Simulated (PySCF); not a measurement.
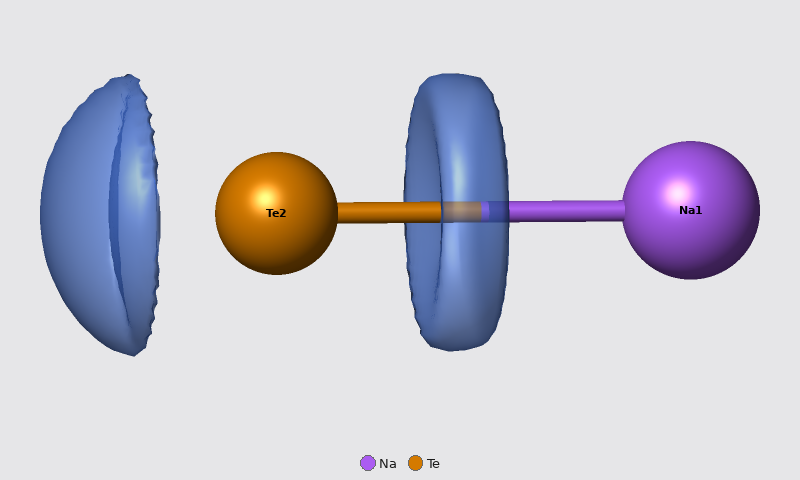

The picture shows: NaTe (charge +1, triplet). Isosurface of the ELF at 0.85 (blue), seen from one side. Core shells and regions of very low density are left out.

Core potentials replace the inner electrons of Te.

All numbers below come from PBE0/def2-SVPD, non-relativistic Hamiltonian with scalar-relativistic core potentials where named, at a bond length of 3.161 Å (PySCF 2.14.0).

Identify the bonds, lone pairs and shells in this picture.

Answer. At this value the surface marks out one lobe of the valence shell of Te pointing towards Na and one lobe on Te, pointing away from the bonds (non-bonding electrons). Profiles from the grid: Na–Te (3.16 Å): the ELF peaks at about 0.90 in the valence shell of Te, 1.5 Å from its nucleus, and is about 0.90 at the midpoint.
